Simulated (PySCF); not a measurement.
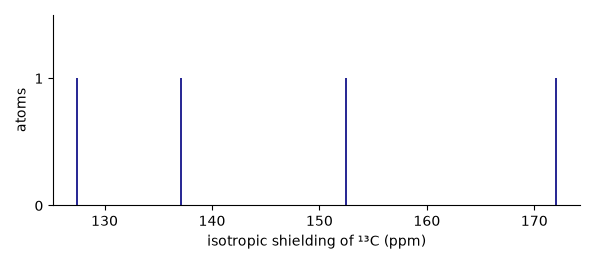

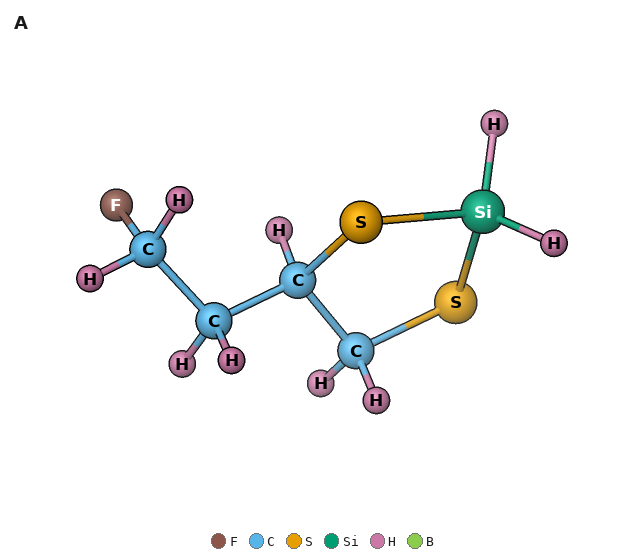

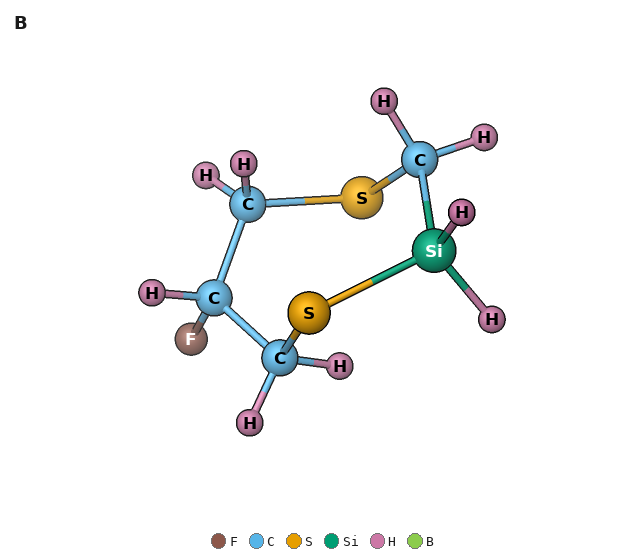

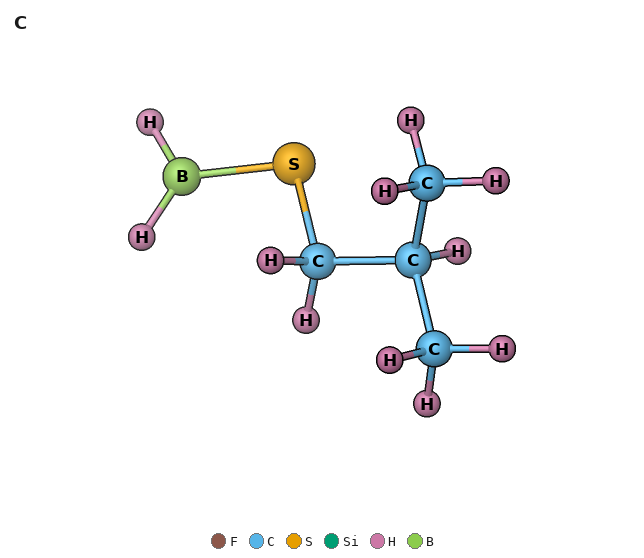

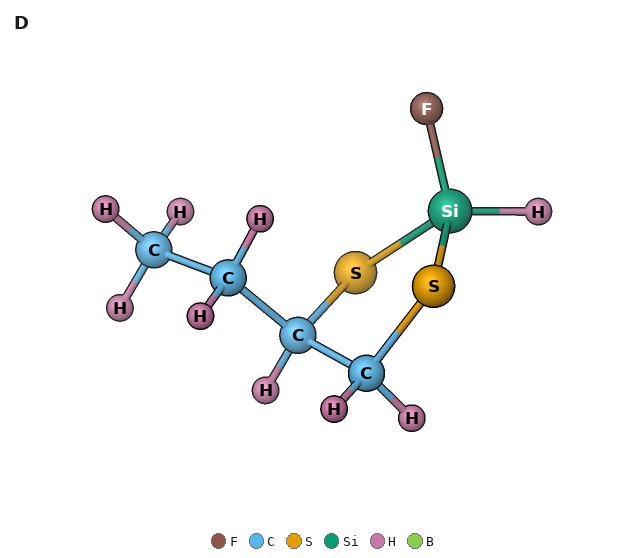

The sticks are computed shieldings of one of the molecules, for one fixed geometry (GFN2-xTB) without averaging over rotations. Low shielding means a high chemical shift. Method: GIAO PBE0/pcSseg-1 NMR shielding, non-relativistic, gas phase (PySCF 2.14.0).

Match the spectrum to a structure.

D, `CC[C@@H]1CS[Si@H](F)S1`. Its 4 C atoms give lines at 127.4, 137.1, 152.5, 172.0 ppm.

The geometry is semi-empirical. Around B, Si such bond lengths and angles can be off by a tenth of an ångström or more and by several degrees, and values that hang on the shape move with them.
